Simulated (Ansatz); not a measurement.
## Geometry relaxation, with input and output: C₃H₇FSi (part 2 of 2)

Continued. System: C₃H₇FSi. Method: RKS r2SCAN-D4/cc-pVDZ (Ansatz 0.2.0). It belongs to a series of runs on one base structure; here: end point B relaxed.

Geometry of the input (Å):
```
C  -1.0192  0.4304  1.1585
C  -0.2230  0.1385  0.1560
Si 0.8697  -1.3343  0.2290
C  -0.0207  0.9419  -1.1213
F  -0.9388  1.9940  -1.1407
H  -1.7100  1.3652  1.0580
H  -1.1280  -0.0956  2.0701
H  0.6352  -2.2285  -0.8949
H  0.7206  -2.0391  1.5701
H  2.3128  -0.8841  0.1455
H  -1.1864  0.5837  -0.0927
H  0.9376  1.3350  -1.2268
```

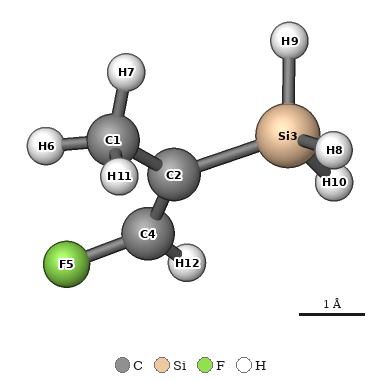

Figure 1. The geometry at step 20 of the log (ball-and-stick view, seen at a tilt; atoms are numbered from 1 in the order of the input).

Trajectory as extended XYZ, continued:
```
12
Properties=species:S:1:pos:R:3:forces:R:3 step=10 energy=-13815.17966
C    -1.3891    0.3539    0.8252    0.0338   0.0064  -0.0421
C    -0.0901    0.2311    0.0576   -0.0008  -0.1190   0.1029
Si    1.0406   -1.2520    0.2553   -0.0231  -0.0160   0.0312
C     0.2550    1.1867   -0.8113   -0.0962  -0.0053   0.0615
F    -0.5513    2.2514   -1.0172   -0.0263   0.1530  -0.0458
H    -1.4103    1.2940    1.4004   -0.0285   0.0116  -0.0204
H    -1.5409   -0.4711    1.5353    0.0278  -0.0453  -0.0233
H     0.4230   -2.4709   -0.3693    0.0272   0.0154   0.0179
H     1.2414   -1.5492    1.7127    0.0153   0.0256  -0.0243
H     2.3652   -0.9759   -0.3906   -0.0385  -0.0188  -0.0163
H    -2.2493    0.3739    0.1357   -0.0197   0.0065   0.0304
H     1.1558    1.2352   -1.4230    0.1289  -0.0141  -0.0719
12
Properties=species:S:1:pos:R:3:forces:R:3 step=11 energy=-13815.18748
C    -1.4020    0.3414    0.8057   -0.0090  -0.0479   0.0554
C    -0.0914    0.2349    0.0635    0.0158  -0.0758  -0.1360
Si    1.0338   -1.2537    0.2514   -0.0443   0.0181  -0.0033
C     0.2761    1.2066   -0.7811   -0.0370   0.0369   0.0579
F    -0.5040    2.3002   -0.9594    0.0409  -0.0124  -0.0556
H    -1.4672    1.3070    1.3281   -0.0492   0.0385   0.0747
H    -1.5261   -0.4640    1.5445    0.0224   0.0305   0.0328
H     0.3798   -2.4847   -0.2992   -0.0139  -0.0294  -0.0041
H     1.3121   -1.5044    1.7016    0.0133   0.0118   0.0300
H     2.3207   -1.0125   -0.4725    0.0149   0.0050  -0.0286
H    -2.2647    0.2909    0.1205    0.0383   0.0001  -0.0568
H     1.1828    1.2454   -1.3924    0.0077   0.0246   0.0336
12
Properties=species:S:1:pos:R:3:forces:R:3 step=12 energy=-13815.18917
C    -1.4211    0.3207    0.7769   -0.1026   0.0000   0.0503
C    -0.0978    0.2322    0.0559    0.0543   0.1156  -0.1915
Si    1.0222   -1.2589    0.2429    0.1088  -0.0889   0.0006
C     0.3087    1.2346   -0.7386   -0.0453  -0.0365   0.0452
F    -0.4563    2.3419   -0.9134    0.0977  -0.0895   0.0094
H    -1.5332    1.3003    1.2712   -0.0047  -0.0538   0.0150
H    -1.5246   -0.4701    1.5362    0.0037   0.0648   0.0216
H     0.3034   -2.5229   -0.1711    0.0999   0.1728   0.0603
H     1.4316   -1.4112    1.6893   -0.0415  -0.0133  -0.1854
H     2.2478   -1.0672   -0.6173   -0.1525  -0.0538   0.1276
H    -2.2775    0.2166    0.0854    0.1116  -0.0092  -0.0226
H     1.2467    1.2910   -1.3067   -0.1294  -0.0082   0.0693
12
Properties=species:S:1:pos:R:3:forces:R:3 step=13 energy=-13815.19446
C    -1.4167    0.3273    0.7870   -0.0315  -0.0012   0.0227
C    -0.0971    0.2359    0.0568    0.0125  -0.0041  -0.0561
Si    1.0252   -1.2539    0.2439    0.0350  -0.0655   0.0000
C     0.2980    1.2284   -0.7508   -0.0370   0.0528   0.0390
F    -0.4652    2.3349   -0.9254    0.0405  -0.0457  -0.0105
H    -1.5267    1.3067    1.2806   -0.0027  -0.0283   0.0055
H    -1.5185   -0.4597    1.5494    0.0032   0.0338   0.0181
H     0.3264   -2.5052   -0.2089    0.0104   0.0448   0.0167
H     1.3983   -1.4461    1.6874   -0.0162   0.0191  -0.0543
H     2.2692   -1.0625   -0.5741   -0.0517   0.0068   0.0307
H    -2.2690    0.2223    0.0931    0.0458  -0.0112  -0.0152
H     1.2260    1.2789   -1.3282   -0.0085  -0.0014   0.0035
12
Properties=species:S:1:pos:R:3:forces:R:3 step=14 energy=-13815.19677
C    -1.4193    0.3233    0.7849    0.0539   0.0196  -0.0127
C    -0.0985    0.2369    0.0545   -0.0208  -0.0002  -0.0099
Si    1.0197   -1.2557    0.2379    0.0280  -0.0444  -0.0094
C     0.3055    1.2353   -0.7408   -0.0217   0.0347   0.0197
F    -0.4461    2.3492   -0.9116    0.0101  -0.0281   0.0021
H    -1.5531    1.3156    1.2414   -0.0095   0.0306   0.0174
H    -1.5008   -0.4347    1.5758    0.0086  -0.0204   0.0581
H     0.3138   -2.5046   -0.2047    0.0006   0.0199   0.0071
H     1.4035   -1.4421    1.6776   -0.0118   0.0106  -0.0247
H     2.2566   -1.0684   -0.5886   -0.0251   0.0040   0.0136
H    -2.2673    0.1690    0.0987   -0.0176  -0.0211  -0.0626
H     1.2358    1.2832   -1.3144    0.0054  -0.0053   0.0014
12
Properties=species:S:1:pos:R:3:forces:R:3 step=15 energy=-13815.19986
C    -1.4208    0.3232    0.7847    0.0973   0.0018  -0.0115
C    -0.0991    0.2386    0.0560   -0.0431   0.0232   0.0011
Si    1.0139   -1.2591    0.2277    0.0067  -0.0423   0.0108
C     0.3139    1.2416   -0.7287   -0.0115   0.0449  -0.0013
F    -0.4263    2.3637   -0.8960    0.0070  -0.0358   0.0149
H    -1.5944    1.3332    1.1800    0.0004   0.0936   0.0168
H    -1.4726   -0.3857    1.6208    0.0168  -0.0563   0.0925
H     0.3027   -2.5035   -0.2168   -0.0027   0.0109  -0.0005
H     1.3996   -1.4512    1.6654   -0.0055   0.0050  -0.0136
H     2.2483   -1.0715   -0.5999   -0.0080   0.0056  -0.0004
H    -2.2625    0.0915    0.1156   -0.0629  -0.0452  -0.1097
H     1.2472    1.2862   -1.2979    0.0056  -0.0055   0.0011
12
Properties=species:S:1:pos:R:3:forces:R:3 step=16 energy=-13815.20168
C    -1.4204    0.3224    0.7810    0.1102   0.0016  -0.0257
C    -0.0989    0.2380    0.0549   -0.0176   0.0042   0.0177
Si    1.0103   -1.2630    0.2240    0.0049  -0.0223  -0.0041
C     0.3181    1.2474   -0.7193   -0.0055  -0.0024  -0.0024
F    -0.4207    2.3704   -0.8768    0.0030   0.0114  -0.0044
H    -1.6112    1.3410    1.1398   -0.0206   0.1373   0.0326
H    -1.4599   -0.3575    1.6400    0.0210  -0.0835   0.1282
H     0.2929   -2.5057   -0.2139   -0.0035   0.0052  -0.0035
H     1.4044   -1.4528    1.6592   -0.0055   0.0029  -0.0063
H     2.2397   -1.0779   -0.6112   -0.0017  -0.0003  -0.0019
H    -2.2560    0.0514    0.1208   -0.0973  -0.0609  -0.1278
H     1.2515    1.2932   -1.2878    0.0127   0.0068  -0.0026
12
Properties=species:S:1:pos:R:3:forces:R:3 step=17 energy=-13815.20343
C    -1.4225    0.3212    0.7808    0.1724   0.0057  -0.0470
C    -0.1001    0.2404    0.0558   -0.0196  -0.0185   0.0124
Si    1.0060   -1.2646    0.2180    0.0006  -0.0187  -0.0033
C     0.3238    1.2515   -0.7124   -0.0163   0.0414   0.0045
F    -0.4052    2.3826   -0.8650    0.0061  -0.0175  -0.0021
H    -1.6374    1.3462    1.0993   -0.0347   0.1968   0.0432
H    -1.4443   -0.3251    1.6644    0.0309  -0.1069   0.1717
H     0.2838   -2.5049   -0.2185   -0.0035   0.0051  -0.0051
H     1.4044   -1.4567    1.6518   -0.0054   0.0018  -0.0060
H     2.2335   -1.0818   -0.6208   -0.0065   0.0005   0.0001
H    -2.2509    0.0028    0.1358   -0.1360  -0.0871  -0.1685
H     1.2588    1.2956   -1.2783    0.0119  -0.0024   0.0002
12
Properties=species:S:1:pos:R:3:forces:R:3 step=18 energy=-13815.20850
C    -1.4227    0.3222    0.7787    0.1282  -0.0221  -0.0249
C    -0.0996    0.2416    0.0573   -0.0318   0.0294   0.0121
Si    0.9997   -1.2696    0.2088    0.0056  -0.0129   0.0008
C     0.3307    1.2598   -0.6983    0.0161  -0.0086  -0.0142
F    -0.3916    2.3948   -0.8461    0.0005   0.0041   0.0035
H    -1.6767    1.3568    1.0324   -0.0273   0.1751   0.0200
H    -1.4181   -0.2681    1.7022    0.0279  -0.0826   0.1609
H     0.2707   -2.5051   -0.2293   -0.0069   0.0047  -0.0094
H     1.4029   -1.4690    1.6399   -0.0042  -0.0002  -0.0015
H     2.2249   -1.0884   -0.6337   -0.0071   0.0006  -0.0005
H    -2.2390   -0.0708    0.1584   -0.1140  -0.0951  -0.1416
H     1.2686    1.3028   -1.2596    0.0129   0.0076  -0.0052
12
Properties=species:S:1:pos:R:3:forces:R:3 step=19 energy=-13815.17324 accepted=F
C    -1.4237    0.3169    0.7768   -0.7655  -0.0188   0.2524
C    -0.0955    0.2512    0.0635   -0.1167   0.0130  -0.0255
Si    0.9897   -1.2718    0.1938    0.0042  -0.0414   0.0124
C     0.3442    1.2732   -0.6821    0.1560   0.0583   0.0545
F    -0.3539    2.4246   -0.8146   -0.0360  -0.0195  -0.0199
H    -1.7518    1.3857    0.9278    0.2142  -0.8552  -0.1016
H    -1.3752   -0.1963    1.7818   -0.0812   0.4118  -0.7445
H     0.2381   -2.4974   -0.2335   -0.0099   0.0081  -0.0086
H     1.4100   -1.4756    1.6196    0.0053  -0.0054  -0.0066
H     2.2022   -1.1087   -0.6703   -0.0017   0.0130   0.0098
H    -2.2301   -0.2119    0.1720    0.7014   0.4556   0.5807
H     1.2959    1.3173   -1.2241   -0.0699  -0.0193  -0.0032
12
Properties=species:S:1:pos:R:3:forces:R:3 step=20 energy=-13815.21422
C    -1.4206    0.3212    0.7795   -0.0086   0.0305   0.0060
C    -0.0954    0.2453    0.0640   -0.0198  -0.0030  -0.0257
Si    0.9948   -1.2738    0.2037    0.0050   0.0018  -0.0112
C     0.3351    1.2650   -0.6898    0.0310   0.0039   0.0299
F    -0.3851    2.4028   -0.8282    0.0103   0.0102  -0.0263
H    -1.7068    1.3662    0.9694   -0.0195  -0.0086   0.0051
H    -1.3965   -0.2171    1.7391    0.0106   0.0030   0.0341
H     0.2554   -2.4987   -0.2467   -0.0010   0.0011  -0.0023
H     1.3973   -1.4856    1.6332   -0.0034  -0.0067  -0.0028
H     2.2195   -1.0916   -0.6393   -0.0028  -0.0045   0.0029
H    -2.2222   -0.1376    0.1754    0.0052  -0.0312  -0.0093
H     1.2744    1.3110   -1.2496   -0.0071   0.0035  -0.0003
12
Properties=species:S:1:pos:R:3:forces:R:3 step=21 energy=-13815.21493
C    -1.4191    0.3214    0.7828   -0.2175   0.0276   0.0231
C    -0.0928    0.2518    0.0689    0.0294   0.0347   0.0406
Si    0.9868   -1.2767    0.1934    0.0095   0.0007   0.0142
C     0.3493    1.2792   -0.6684   -0.0887  -0.0730  -0.1102
F    -0.3772    2.4110   -0.8244    0.0552   0.0408   0.0353
H    -1.7544    1.3716    0.8941    0.0477  -0.2845  -0.0104
H    -1.3647   -0.1467    1.7867   -0.0300   0.1149  -0.2064
H     0.2383   -2.4897   -0.2733   -0.0079   0.0047  -0.0083
H     1.3826   -1.5116    1.6208    0.0022  -0.0065   0.0024
H     2.2152   -1.0971   -0.6437    0.0030   0.0031  -0.0021
H    -2.1991   -0.2265    0.2083    0.1801   0.1221   0.1866
H     1.2849    1.3204   -1.2344    0.0170   0.0153   0.0351
12
Properties=species:S:1:pos:R:3:forces:R:3 step=22 energy=-13815.22514
C    -1.4199    0.3196    0.7821   -0.0663   0.0268   0.0201
C    -0.0973    0.2567    0.0686    0.0705   0.0000  -0.0265
Si    0.9757   -1.2782    0.1814    0.0111  -0.0179   0.0019
C     0.3528    1.2839   -0.6635    0.0397   0.0065  -0.0265
F    -0.3470    2.4341   -0.8020   -0.0073   0.0111   0.0090
H    -1.8120    1.3473    0.8068   -0.0083  -0.0355  -0.0042
H    -1.3343   -0.0489    1.8176   -0.0027   0.0106   0.0022
H     0.2234   -2.4811   -0.3067   -0.0006   0.0077  -0.0015
H     1.3639   -1.5350    1.6077   -0.0085   0.0012  -0.0030
H     2.2117   -1.0954   -0.6440   -0.0034   0.0066  -0.0046
H    -2.1651   -0.3197    0.2775   -0.0092  -0.0051   0.0200
H     1.2979    1.3238   -1.2149   -0.0151  -0.0120   0.0132
12
Properties=species:S:1:pos:R:3:forces:R:3 step=23 energy=-13815.22805
C    -1.4223    0.3195    0.7829    0.0439  -0.0018  -0.0212
C    -0.0956    0.2593    0.0689   -0.0117   0.0110  -0.0026
Si    0.9710   -1.2817    0.1725   -0.0088   0.0061  -0.0003
C     0.3613    1.2900   -0.6550   -0.0170  -0.0212   0.0204
F    -0.3317    2.4452   -0.7862    0.0019   0.0066  -0.0021
H    -1.8543    1.3293    0.7433   -0.0043  -0.0018  -0.0045
H    -1.3172    0.0237    1.8399   -0.0025   0.0100   0.0114
H     0.2143   -2.4747   -0.3315   -0.0001  -0.0006  -0.0032
H     1.3495   -1.5538    1.5982   -0.0006  -0.0021  -0.0006
H     2.2104   -1.0940   -0.6465    0.0014   0.0024  -0.0010
H    -2.1427   -0.3821    0.3288   -0.0070  -0.0084   0.0025
H     1.3070    1.3264   -1.2044    0.0047  -0.0002   0.0012
12
Properties=species:S:1:pos:R:3:forces:R:3 step=24 energy=-13815.21101 accepted=F
C    -1.4237    0.3197    0.7849   -0.3592  -0.1100   0.1852
C    -0.0979    0.2643    0.0691   -0.0044   0.0119   0.0287
Si    0.9550   -1.2890    0.1506    0.0102   0.0121   0.0072
C     0.3770    1.3038   -0.6308   -0.0290  -0.0376  -0.0419
F    -0.3021    2.4678   -0.7604    0.0010  -0.0207   0.0374
H    -1.9451    1.2875    0.5951    0.2090  -0.4847   0.1312
H    -1.2737    0.1973    1.8904   -0.1508   0.0815  -0.5690
H     0.1960   -2.4629   -0.3957    0.0028   0.0195   0.0062
H     1.3149   -1.6016    1.5737   -0.0104   0.0002  -0.0124
H     2.2079   -1.0897   -0.6455   -0.0043  -0.0004   0.0005
H    -2.0864   -0.5247    0.4512    0.3311   0.5218   0.2239
H     1.3279    1.3347   -1.1717    0.0040   0.0063   0.0031
12
Properties=species:S:1:pos:R:3:forces:R:3 step=25 energy=-13815.22424 accepted=F
C    -1.4162    0.3180    0.7838   -0.3211   0.0330   0.1207
C    -0.1057    0.2546    0.0684    0.1376  -0.1360   0.0857
Si    0.9617   -1.2824    0.1673    0.0644  -0.0133  -0.0368
C     0.3637    1.2828   -0.6422    0.1434   0.1991  -0.2735
F    -0.3136    2.4464   -0.7916   -0.0185  -0.0462   0.0783
H    -1.8691    1.3157    0.7039   -0.0267   0.0237  -0.0028
H    -1.3053    0.0746    1.8538    0.0260  -0.0032   0.0064
H     0.2171   -2.4736   -0.3637    0.0232   0.0211   0.0212
H     1.3343   -1.5664    1.5942   -0.0082  -0.0093  -0.0381
H     2.1999   -1.0548   -0.6468   -0.0061  -0.0551   0.0315
H    -2.1299   -0.4149    0.3704   -0.0108  -0.0185  -0.0036
H     1.3131    1.3069   -1.1867   -0.0032   0.0046   0.0110
12
Properties=species:S:1:pos:R:3:forces:R:3 step=26 energy=-13815.22873
C    -1.4223    0.3199    0.7834    0.0179  -0.0043  -0.0073
C    -0.0964    0.2591    0.0697   -0.0012   0.0068  -0.0044
Si    0.9693   -1.2828    0.1693   -0.0067   0.0040   0.0000
C     0.3627    1.2903   -0.6518   -0.0099  -0.0103   0.0120
F    -0.3278    2.4473   -0.7822    0.0016   0.0024  -0.0006
H    -1.8656    1.3238    0.7223   -0.0026  -0.0027  -0.0042
H    -1.3128    0.0496    1.8470   -0.0009   0.0084   0.0030
H     0.2139   -2.4732   -0.3424   -0.0006  -0.0007  -0.0025
H     1.3447   -1.5617    1.5945   -0.0010  -0.0020   0.0000
H     2.2108   -1.0912   -0.6457    0.0004   0.0020  -0.0004
H    -2.1359   -0.3999    0.3467   -0.0007  -0.0038   0.0044
H     1.3091    1.3259   -1.2000    0.0035   0.0004   0.0000
12
Properties=species:S:1:pos:R:3:forces:R:3 step=27 energy=-13815.22900
C    -1.4217    0.3209    0.7855   -0.1101  -0.0065   0.0636
C    -0.0967    0.2598    0.0727    0.0044  -0.0026  -0.0090
Si    0.9632   -1.2870    0.1591   -0.0058   0.0048  -0.0037
C     0.3687    1.2931   -0.6416    0.0007   0.0060   0.0043
F    -0.3141    2.4553   -0.7673   -0.0011  -0.0097   0.0003
H    -1.9082    1.3011    0.6466    0.0494  -0.1231   0.0249
H    -1.2955    0.1425    1.8714   -0.0271   0.0269  -0.1375
H     0.2091   -2.4658   -0.3815    0.0037   0.0032   0.0018
H     1.3239   -1.5922    1.5830    0.0007   0.0002  -0.0064
H     2.2116   -1.0810   -0.6421    0.0010  -0.0076   0.0062
H    -2.1071   -0.4657    0.4127    0.0832   0.1062   0.0557
H     1.3166    1.3261   -1.1875    0.0010   0.0023  -0.0002
12
Properties=species:S:1:pos:R:3:forces:R:3 step=28 energy=-13815.22981
C    -1.4212    0.3209    0.7856   -0.0308  -0.0085   0.0022
C    -0.0970    0.2596    0.0708    0.0071  -0.0023   0.0078
Si    0.9640   -1.2859    0.1604    0.0025  -0.0038   0.0040
C     0.3668    1.2929   -0.6442    0.0016   0.0091  -0.0052
F    -0.3196    2.4526   -0.7731    0.0028  -0.0034   0.0057
H    -1.8983    1.3043    0.6646    0.0081  -0.0175   0.0020
H    -1.2988    0.1231    1.8647    0.0005   0.0069  -0.0218
H     0.2105   -2.4676   -0.3743   -0.0001   0.0034  -0.0005
H     1.3270   -1.5859    1.5847   -0.0021  -0.0004  -0.0012
H     2.2132   -1.0859   -0.6410   -0.0022   0.0009   0.0002
H    -2.1126   -0.4492    0.4005    0.0147   0.0161   0.0122
H     1.3159    1.3282   -1.1878   -0.0021  -0.0005  -0.0055
12
Properties=species:S:1:pos:R:3:forces:R:3 step=29 energy=-13815.22995
C    -1.4209    0.3206    0.7856    0.0011   0.0018  -0.0008
C    -0.0960    0.2600    0.0712   -0.0042  -0.0008   0.0020
Si    0.9632   -1.2867    0.1595    0.0017   0.0000  -0.0012
C     0.3676    1.2939   -0.6431    0.0029  -0.0006  -0.0012
F    -0.3183    2.4541   -0.7690   -0.0009   0.0014   0.0005
H    -1.9037    1.2992    0.6541   -0.0002  -0.0010  -0.0009
H    -1.2960    0.1368    1.8662    0.0009   0.0014   0.0004
H     0.2093   -2.4656   -0.3805   -0.0008  -0.0002  -0.0001
H     1.3222   -1.5907    1.5838   -0.0010  -0.0008   0.0003
H     2.2141   -1.0858   -0.6387    0.0006   0.0002   0.0001
H    -2.1071   -0.4579    0.4108    0.0012  -0.0013   0.0001
H     1.3154    1.3292   -1.1892   -0.0014  -0.0002   0.0008
12
Properties=species:S:1:pos:R:3:forces:R:3 step=30 energy=-13815.22998
C    -1.4201    0.3208    0.7862    0.0015   0.0001  -0.0035
C    -0.0960    0.2599    0.0703   -0.0022   0.0053   0.0043
Si    0.9614   -1.2880    0.1564    0.0019  -0.0003   0.0028
C     0.3683    1.2951   -0.6418    0.0075  -0.0035   0.0062
F    -0.3173    2.4555   -0.7660   -0.0024   0.0048  -0.0003
H    -1.9132    1.2917    0.6367    0.0002  -0.0042   0.0003
H    -1.2901    0.1605    1.8703   -0.0003   0.0000  -0.0043
H     0.2081   -2.4639   -0.3909   -0.0005  -0.0005  -0.0022
H     1.3138   -1.5985    1.5809    0.0005  -0.0001   0.0015
H     2.2162   -1.0855   -0.6354   -0.0001   0.0002  -0.0013
H    -2.0986   -0.4727    0.4293   -0.0010   0.0019   0.0012
H     1.3175    1.3322   -1.1852   -0.0050  -0.0037  -0.0046
```

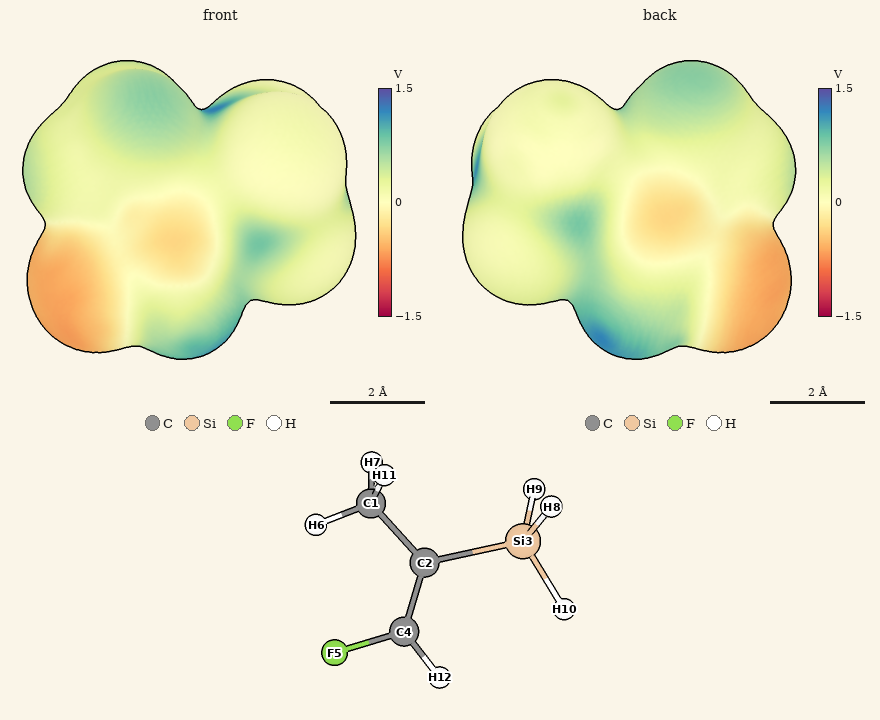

Figure 2. The electrostatic potential painted on the density surface at 0.002 e/bohr³, seen at a tilt and from behind; red is negative and blue positive. The bare structure is drawn below in the same view.

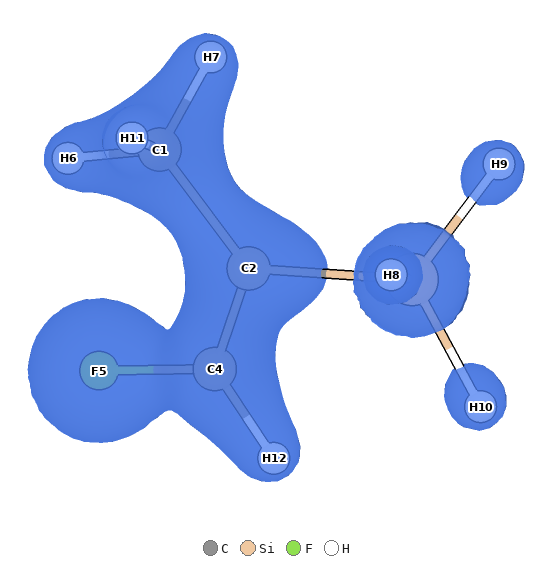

Figure 3. Isosurface of the electron density at 1 e/Å³ (blue), seen at a tilt. At this value the surface falls into five separate pieces. It is pinched off along the C–Si (1.88 Å) contacts. On the grid the lowest density along these lines, outside the cores, is 2.2 e/Å³ (C–C, 1.34 Å), 1.6 e/Å³ (C–F, 1.35 Å), 0.74 e/Å³ (C–Si, 1.88 Å) and 1.9 e/Å³ (C–H, 1.09 Å).

Results in brief:

- outcome: converged
- total energy: −13815.2300 eV
- mean-field energy: −13815.1696 eV
- largest force (length of the vector) at the end: 0.010 eV/Å
- hardware: 2 threads of Arm Neoverse V1, 24 GiB of memory available, shared host
- wall time: 2.3 min (CPU time 4.5 min)
- peak memory: 0.17 GiB
